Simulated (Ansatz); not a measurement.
**C₃HGeN₃: geometry and vibrations**

Aim: relax C₃HGeN₃ from a cheap starting geometry, then compute its harmonic vibrations to see whether it is a minimum and to get the zero-point energy and entropy.

Method: RKS PBE0-D4/def2-TZVP; program: Ansatz 0.2.0, Gaussian basis.

Plan: relaxation at PBE-D4/def2-SVP; relaxation at PBE0-D4/def2-TZVP; harmonic vibrations at the same level.

1 further run of the same task is left out (set aside as unsound or not needed).

## 1. Where the work starts

SMILES `N#[C][GeH]([C]#N)[C]#N`, 8 atoms, charge 0, spin multiplicity 1.

Atoms are counted from 1 here; the program's logs count them from 0.

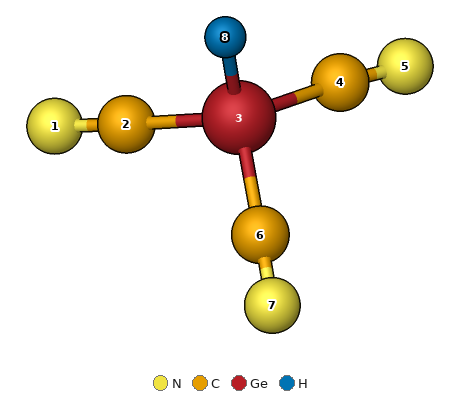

The starting geometry (nitrogen yellow, carbon amber, germanium red, hydrogen blue); atoms are numbered from 1 in the order of the file.

As a file:

```mol
C3HGeN3
  3D, bonds by distance, orders not assigned

  8  7  0  0  0  0  0  0  0  0999 V2000
    1.9089   -0.8954    2.1101 N   0  0
    1.1618   -0.6542    1.1940 C   0  0
   -0.0048   -0.3236   -0.2975 Ge  0  0
    0.5983    1.3144   -1.1160 C   0  0
    0.8294    2.2918   -1.6363 N   0  0
   -1.7647   -0.1904    0.3141 C   0  0
   -2.8329   -0.1312    0.6855 N   0  0
    0.1962   -1.4685   -1.3096 H   0  0
  1  2  8  0
  2  3  8  0
  3  4  8  0
  4  5  8  0
  3  6  8  0
  6  7  8  0
  3  8  8  0
M  END
```

The start is a force-field geometry with small random shifts, so a cheaper pass at PBE-D4/def2-SVP comes first.

## 2. Optimising with PBE-D4/def2-SVP (cheap first pass)

in.yaml

```yaml
crystal:
  periodic: [false, false, false]
  atoms:
    - {symbol: N, position_ang: [1.908900, -0.895400, 2.110100]}
    - {symbol: C, position_ang: [1.161800, -0.654200, 1.194000]}
    - {symbol: Ge, position_ang: [-0.004800, -0.323600, -0.297500]}
    - {symbol: C, position_ang: [0.598300, 1.314400, -1.116000]}
    - {symbol: N, position_ang: [0.829400, 2.291800, -1.636300]}
    - {symbol: C, position_ang: [-1.764700, -0.190400, 0.314100]}
    - {symbol: N, position_ang: [-2.832900, -0.131200, 0.685500]}
    - {symbol: H, position_ang: [0.196200, -1.468500, -1.309600]}
basis:
  gaussian: {orbitals: def2-SVP}
hamiltonian: {xc: pbe, dispersion: d4}
relax: {f_tol: 0.03, max_steps: 200}
```

The run is started by

```console
> ansatz run in.yaml --threads 4 --pin off --events-out ev --progress --plain --max-ram 10444MiB
```

What it wrote, shortened:

```text
Functional definition: PBE
  name "PBE"
  cite "Perdew, Burke & Ernzerhof, Phys. Rev. Lett. 77, 3865 (1996) doi:10.1103/PhysRevLett.77.3865"
  parent pbe
[...]
1399 factors; their error is unknown
[...]
mean field -64082.59400827 eV, -2354.9918930616 hartree, gradient 8.3e-5 eV, S^2 0.000000; 0 other end points of the search recorded, 0 dependent functions left out
[...]
reference -64082.59403609 eV, -2354.9918940839 hartree; 36, 36 occupied and 85, 85 virtual orbitals, 1399 factors
relax step   1: F+E_penalty+E_count = -64082.80572103 eV  Δ(F+E_penalty+E_count) = +0.000e0 eV  max|allowed force component| = 4.899e0 eV/Å  Δτ_max = 0.0000 Å  (30 SCF iters, accepted)
[...]
relax step   3: F+E_penalty+E_count = -64083.12333121 eV  Δ(F+E_penalty+E_count) = -8.062e-3 eV  max|allowed force component| = 1.647e-1 eV/Å  Δτ_max = 0.0096 Å  (32 SCF iters, accepted)
[...]
relax step   4: F+E_penalty+E_count = -64083.12662291 eV  Δ(F+E_penalty+E_count) = -3.292e-3 eV  max|allowed force component| = 2.220e-2 eV/Å  Δτ_max = 0.0364 Å  (30 SCF iters, accepted)
1399 factors; their error is unknown
mean field -64082.91570532 eV, -2355.0037152102 hartree, gradient 1.6e-5 eV, S^2 0.000000; 1 other end points of the search recorded, 0 dependent functions left out
[...]
reference -64082.91573319 eV, -2355.0037162344 hartree; 36, 36 occupied and 85, 85 virtual orbitals, 1399 factors
Total energy: -64083.12665078 eV, -2355.0114673128 hartree
Atom 0 at     1.882186    -0.876954     2.120788 Å, force    -0.004773     0.002761    -0.003663 eV/Å
Atom 1 at     1.185072    -0.663729     1.202448 Å, force     0.010490     0.016772    -0.008741 eV/Å
Atom 2 at     0.057415    -0.362986    -0.320636 Å, force    -0.022196    -0.008765     0.002825 eV/Å
Atom 3 at     0.543770     1.315149    -1.112679 Å, force     0.015238    -0.019795     0.015632 eV/Å
Atom 4 at     0.836507     2.328593    -1.624015 Å, force     0.008959     0.017585    -0.007545 eV/Å
Atom 5 at    -1.743668    -0.187621     0.317194 Å, force    -0.006608    -0.013669     0.003656 eV/Å
Atom 6 at    -2.851217    -0.099461     0.691727 Å, force     0.002225     0.000345    -0.001205 eV/Å
Atom 7 at     0.182134    -1.510092    -1.330526 Å, force    -0.003334     0.004767    -0.000959 eV/Å
Dipole moment:     0.063087    -0.480352    -0.423529 e Å
```

Run time: 5.5 s. Hardware: 4 threads of Arm Neoverse V2, shared host.

The steps of the relaxation:

```tsv
step	energy from step 1 (eV)	largest force component (eV/Å)
1	0.0000	4.8990
2	-0.3095	0.7174
3	-0.3176	0.1647
4	-0.3209	0.0222
```

Distances of close pairs at the start and the end, largest changes first:

```tsv
bond	before (Å)	after (Å)	change (Å)
Ge3–C6	1.868	1.919	+0.051
C4–N5	1.131	1.172	+0.041
C6–N7	1.132	1.172	+0.040
N1–C2	1.206	1.173	-0.034
Ge3–C4	1.928	1.918	-0.010
Ge3–H8	1.541	1.533	-0.008
C2–Ge3	1.922	1.919	-0.003
```

## 3. Optimising with PBE0-D4/def2-TZVP

in.yaml

```yaml
crystal:
  periodic: [false, false, false]
  atoms:
    - {symbol: N, position_ang: [1.882186, -0.876954, 2.120788]}
    - {symbol: C, position_ang: [1.185072, -0.663729, 1.202448]}
    - {symbol: Ge, position_ang: [0.057415, -0.362986, -0.320636]}
    - {symbol: C, position_ang: [0.543770, 1.315149, -1.112679]}
    - {symbol: N, position_ang: [0.836507, 2.328593, -1.624015]}
    - {symbol: C, position_ang: [-1.743668, -0.187621, 0.317194]}
    - {symbol: N, position_ang: [-2.851217, -0.099461, 0.691727]}
    - {symbol: H, position_ang: [0.182134, -1.510092, -1.330526]}
basis:
  gaussian: {orbitals: def2-TZVP}
hamiltonian: {xc: pbe0, dispersion: d4}
relax: {f_tol: 0.005, max_steps: 150}
```

The command is unchanged.

What it wrote, shortened:

```text
Functional definition: PBE0
  name "PBE0"
  cite "Adamo & Barone, J. Chem. Phys. 110, 6158 (1999) doi:10.1063/1.478522"
  cite "Perdew, Burke & Ernzerhof, Phys. Rev. Lett. 77, 3865 (1996) doi:10.1103/PhysRevLett.77.3865"
  parent pbe
[...]
1450 factors; their error is unknown
[...]
mean field -64099.88029997 eV, -2355.6271525644 hartree, gradient 4.7e-5 eV, S^2 0.000000; 0 other end points of the search recorded, 0 dependent functions left out
[...]
reference -64099.88032931 eV, -2355.6271536429 hartree; 36, 36 occupied and 204, 204 virtual orbitals, 1450 factors
relax step   1: F+E_penalty+E_count = -64100.06169462 eV  Δ(F+E_penalty+E_count) = +0.000e0 eV  max|allowed force component| = 2.425e0 eV/Å  Δτ_max = 0.0000 Å  (32 SCF iters, accepted)
[...]
reference -64099.97400136 eV, -2355.6305960273 hartree; 36, 36 occupied and 204, 204 virtual orbitals, 1450 factors
Total energy: -64100.15746325 eV, -2355.6373381271 hartree
Atom 0 at     1.864461    -0.851544     2.087727 Å, force     0.000014     0.000178    -0.000258 eV/Å
Atom 1 at     1.175065    -0.649544     1.189437 Å, force     0.000381     0.000240     0.000212 eV/Å
Atom 2 at     0.049540    -0.361409    -0.319901 Å, force    -0.000262    -0.001481    -0.001436 eV/Å
Atom 3 at     0.544614     1.304907    -1.098508 Å, force     0.000073     0.000393     0.000127 eV/Å
Atom 4 at     0.848646     2.296119    -1.596563 Å, force     0.000583    -0.000273     0.000018 eV/Å
Atom 5 at    -1.736724    -0.189607     0.318616 Å, force    -0.000293    -0.000078     0.000412 eV/Å
Atom 6 at    -2.823866    -0.110043     0.685745 Å, force    -0.000041    -0.000393    -0.000271 eV/Å
Atom 7 at     0.170462    -1.495979    -1.322252 Å, force    -0.000455     0.001414     0.001196 eV/Å
Dipole moment:     0.056174    -0.522949    -0.461928 e Å
```

Wall time 22 s (4 threads of Arm Neoverse V2, shared host); peak memory 0.72 GiB.

The steps of the relaxation:

```tsv
step	energy from step 1 (eV)	largest force component (eV/Å)
1	0.0000	2.4249
2	-0.0949	0.1886
3	-0.0957	0.0179
4	-0.0957	0.0015
```

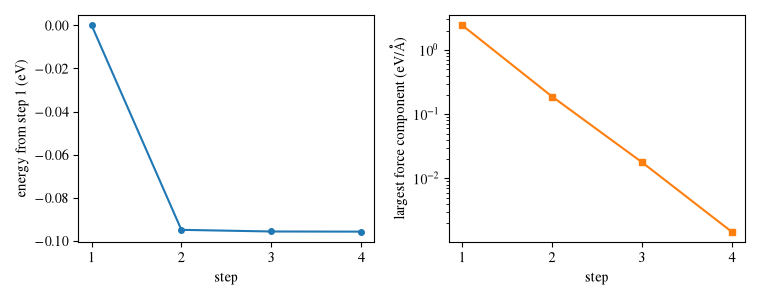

Energy and largest force along the relaxation.

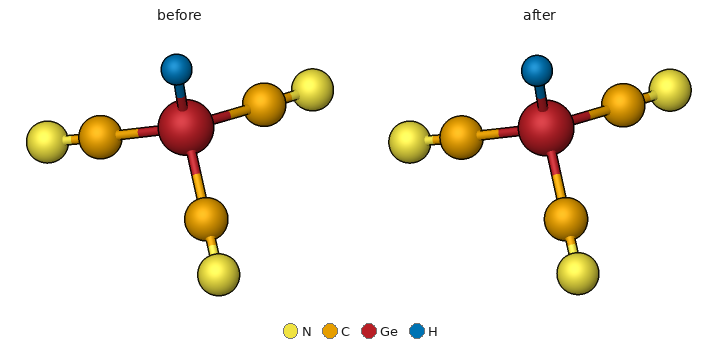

Before and after, at one scale.

Close pairs (by a distance rule), those that changed most:

```tsv
bond	before (Å)	after (Å)	change (Å)
N1–C2	1.173	1.150	-0.022
C6–N7	1.172	1.150	-0.022
C4–N5	1.172	1.150	-0.022
Ge3–H8	1.533	1.519	-0.015
C2–Ge3	1.919	1.905	-0.014
Ge3–C6	1.919	1.905	-0.014
Ge3–C4	1.918	1.905	-0.014
```

Mulliken charges at the end point, from the run's report:

```tsv
atom	value (e)
N1	0.02
C2	-0.17
Ge3	0.32
C4	-0.17
N5	0.02
C6	-0.17
N7	0.02
H8	0.12
```

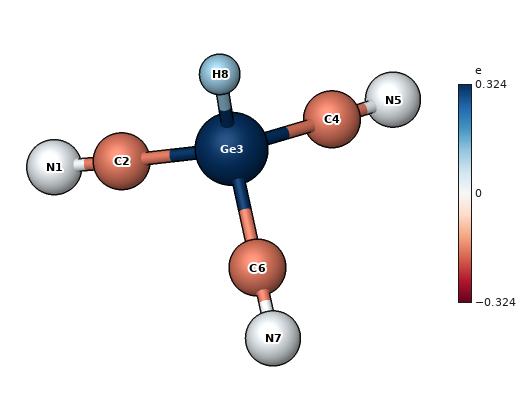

Mulliken charges at the end point, from the run's report, as colours on the atoms.

## 4. Vibrations by finite differences

in.yaml

```yaml
crystal:
  periodic: [false, false, false]
  atoms:
    - {symbol: N, position_ang: [1.864461, -0.851544, 2.087727]}
    - {symbol: C, position_ang: [1.175065, -0.649544, 1.189437]}
    - {symbol: Ge, position_ang: [0.049540, -0.361409, -0.319901]}
    - {symbol: C, position_ang: [0.544614, 1.304907, -1.098508]}
    - {symbol: N, position_ang: [0.848646, 2.296119, -1.596563]}
    - {symbol: C, position_ang: [-1.736724, -0.189607, 0.318616]}
    - {symbol: N, position_ang: [-2.823866, -0.110043, 0.685745]}
    - {symbol: H, position_ang: [0.170462, -1.495979, -1.322252]}
basis:
  gaussian: {orbitals: def2-TZVP}
hamiltonian: {xc: pbe0, dispersion: d4}
phonons: {temperatures: {t_min: 298.15, t_max: 900, t_step: 200}}
```

Same command.

What it wrote, shortened:

```text
Functional definition: PBE0
  name "PBE0"
  cite "Adamo & Barone, J. Chem. Phys. 110, 6158 (1999) doi:10.1063/1.478522"
  cite "Perdew, Burke & Ernzerhof, Phys. Rev. Lett. 77, 3865 (1996) doi:10.1103/PhysRevLett.77.3865"
  parent pbe
[...]
1450 factors; their error is unknown
[...]
mean field -64099.97397250 eV, -2355.6305949666 hartree, gradient 4.4e-5 eV, S^2 0.000000; 0 other end points of the search recorded, 0 dependent functions left out
[...]
reference -64099.97400156 eV, -2355.6305960344 hartree; 36, 36 occupied and 204, 204 virtual orbitals, 1450 factors
[...]
1450 factors; their error is unknown
mean field -64099.97385249 eV, -2355.6305905563 hartree, gradient 2.1e-6 eV, S^2 0.000000; 0 other end points of the search recorded, 0 dependent functions left out
[...]
reference -64099.97388156 eV, -2355.6305916244 hartree; 36, 36 occupied and 204, 204 virtual orbitals, 1450 factors
[...]
Atom 0 at     1.864461    -0.851544     2.087727 Å, force    -0.000025     0.000230    -0.000243 eV/Å
Atom 1 at     1.175065    -0.649544     1.189437 Å, force     0.000444     0.000132     0.000221 eV/Å
Atom 2 at     0.049540    -0.361409    -0.319901 Å, force    -0.000241    -0.001481    -0.001415 eV/Å
Atom 3 at     0.544614     1.304907    -1.098508 Å, force     0.000077     0.000467     0.000082 eV/Å
Atom 4 at     0.848646     2.296119    -1.596563 Å, force     0.000538    -0.000337     0.000042 eV/Å
Atom 5 at    -1.736724    -0.189607     0.318616 Å, force    -0.000148    -0.000009     0.000416 eV/Å
Atom 6 at    -2.823866    -0.110043     0.685745 Å, force    -0.000150    -0.000427    -0.000290 eV/Å
Atom 7 at     0.170462    -1.495979    -1.322252 Å, force    -0.000496     0.001425     0.001187 eV/Å
Dipole moment:     0.056170    -0.522948    -0.461929 e Å
Vibrations: 85.93 85.94 98.08 250.45 250.57 253.94 383.17 383.25 388.53 485.98 524.68 524.80 724.16 724.28 2252.79 2345.99 2346.02 2349.97 cm⁻¹, zero-point energy 0.896314 eV
```

It took 2.7 min on 4 threads of Arm Neoverse V2, shared host; peak memory 0.74 GiB.

Motions are named by where the mode's potential energy lies. Wavenumbers, unscaled:

```tsv
mode	cm⁻¹	motion
1	86	bend
2	86	bend
3	98	bend
4	250	bend
5	251	bend
6	254	bend
7	383	bend
8	383	bend
9	389	bend
10	486	Ge–C stretch
11	525	Ge–C stretch
12	525	Ge–C stretch
13	724	bend
14	724	bend
15	2253	Ge–H stretch
16	2346	C–N stretch
17	2346	C–N stretch
18	2350	C–N stretch
```

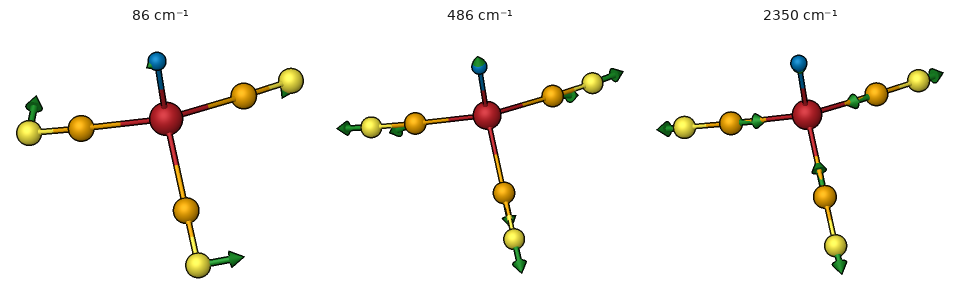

Displacements of 3 modes, as arrows.

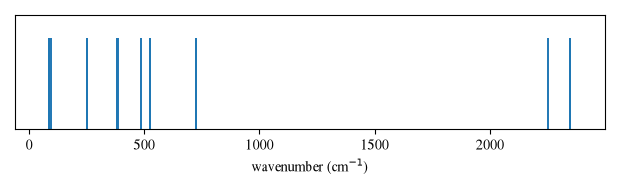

The harmonic wavenumbers as sticks (no intensities were computed).

From these modes and the moments of inertia (298.15 K, 1 bar, symmetry number 3):

```tsv
term	value
zero-point energy	20.7 kcal/mol
H(298) − E	26.5 kcal/mol
entropy, translation	171.5 J/(mol K)
entropy, rotation	111.3 J/(mol K)
entropy, vibration	90.6 J/(mol K)
entropy, total	373.4 J/(mol K)
```

## 5. Outcome

| quantity | value |
| --- | --- |
| point group | C3v |
| steps | 4 + 4 |
| shift from the start (rms) | 0.047 Å |
| total energy | -64100.1575 eV |
| dispersion term | -183 meV |
| dipole moment | 3.36 D |
| lowest, highest wavenumber | 86, 2350 cm⁻¹ |
| zero-point energy | 20.7 kcal/mol |
| entropy at 298.15 K | 373.4 J/(mol K) |

What this shows: The atoms moved 0.05 Å (rms) from the start; the bond that changed most is N1–C2, from 1.206 to 1.150 Å. No mode is imaginary: a true minimum at this level. The stiffest mode, 2350 cm⁻¹, is a C–N stretch, and 3 modes under 200 cm⁻¹ make the vibrational entropy uncertain. Harmonic hybrid wavenumbers usually lie a few per cent above measured fundamentals. The largest Mulliken charge, +0.32 e, sits on Ge3.
